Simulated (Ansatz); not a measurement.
**C5H4FN: small, medium and large basis sets**

How large a basis does C5H4FN need? Two functionals are run in growing sets.

Program: Ansatz 0.2.0, Gaussian basis. Level of theory: one geometry, several basis sets. These are calculated values, not measurements.

Plan: PBE0-D4/def2-SVP; ωB97M-V/def2-SVP; PBE0-D4/def2-QZVPP; ωB97M-V/def2-QZVPP; the functionals' def2-TZVPP values are taken from earlier runs.

### Step 1. The geometry

The geometry comes from an earlier relaxation with PBE0-D4 in a triple-zeta def2 set; it is a stationary point, not always the lowest conformer.

11 atoms, charge 0, spin multiplicity 1.

Atoms are counted from 1 here; the program's logs count them from 0.

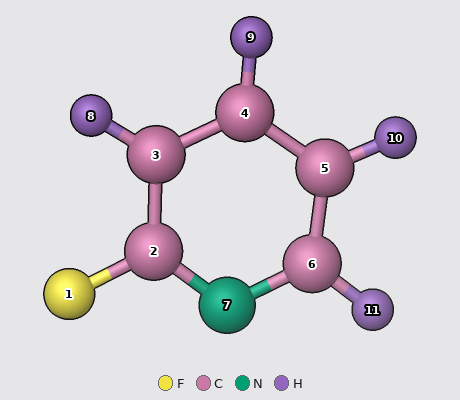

The geometry (fluorine yellow, carbon pink, nitrogen teal, hydrogen purple); atoms are numbered from 1 in the order of the file.

Geometry (Å):

| atom | x (Å) | y (Å) | z (Å) |
| --- | --- | --- | --- |
| F1 | -0.2848 | -2.7202 | -0.0875 |
| C2 | -0.1585 | -1.3956 | -0.1300 |
| C3 | 0.1234 | -0.7266 | 1.0519 |
| C4 | 0.2476 | 0.6468 | 0.9710 |
| C5 | 0.0876 | 1.2714 | -0.2595 |
| C6 | -0.1919 | 0.4832 | -1.3608 |
| N7 | -0.3147 | -0.8425 | -1.2998 |
| H8 | 0.2364 | -1.2719 | 1.9793 |
| H9 | 0.4674 | 1.2257 | 1.8606 |
| H10 | 0.1775 | 2.3452 | -0.3622 |
| H11 | -0.3248 | 0.9275 | -2.3425 |

### Step 2. PBE0-D4 in def2-SVP

File in.yaml:

```yaml
crystal:
  periodic: [false, false, false]
  atoms:
    - {symbol: F, position_ang: [-0.284781, -2.720208, -0.087493]}
    - {symbol: C, position_ang: [-0.158451, -1.395579, -0.129990]}
    - {symbol: C, position_ang: [0.123369, -0.726588, 1.051881]}
    - {symbol: C, position_ang: [0.247614, 0.646793, 0.970985]}
    - {symbol: C, position_ang: [0.087627, 1.271404, -0.259544]}
    - {symbol: C, position_ang: [-0.191855, 0.483163, -1.360787]}
    - {symbol: N, position_ang: [-0.314736, -0.842506, -1.299824]}
    - {symbol: H, position_ang: [0.236386, -1.271943, 1.979320]}
    - {symbol: H, position_ang: [0.467370, 1.225670, 1.860580]}
    - {symbol: H, position_ang: [0.177525, 2.345165, -0.362150]}
    - {symbol: H, position_ang: [-0.324767, 0.927529, -2.342477]}
basis:
  gaussian: {orbitals: def2-SVP}
hamiltonian: {xc: pbe0, dispersion: d4}
output: {orbitals: {seedname: orbitals}}
```

Command:

```console
$ ansatz run in.yaml --threads 4 --pin off --events-out ev --progress --plain --max-ram 10444MiB
```

The runs that follow: ωB97M-V in def2-SVP; PBE0-D4 in def2-QZVPP; ωB97M-V in def2-QZVPP.

**Question.** What will the summary of the whole plan be? Wanted: PBE0-D4: double and triple zeta above quadruple; ωB97M-V: double and triple zeta above quadruple.

**Answer**, as computed:

```
                                       quantity           value
PBE0-D4: double and triple zeta above quadruple  11.07, 0.48 eV
ωB97M-V: double and triple zeta above quadruple  11.39, 0.45 eV
```

**Reading.** For PBE0-D4 the step from double to triple zeta gains 10.59 eV and the next only 0.48 eV. Total energies overstate the basis error of differences, where much of it tends to cancel.
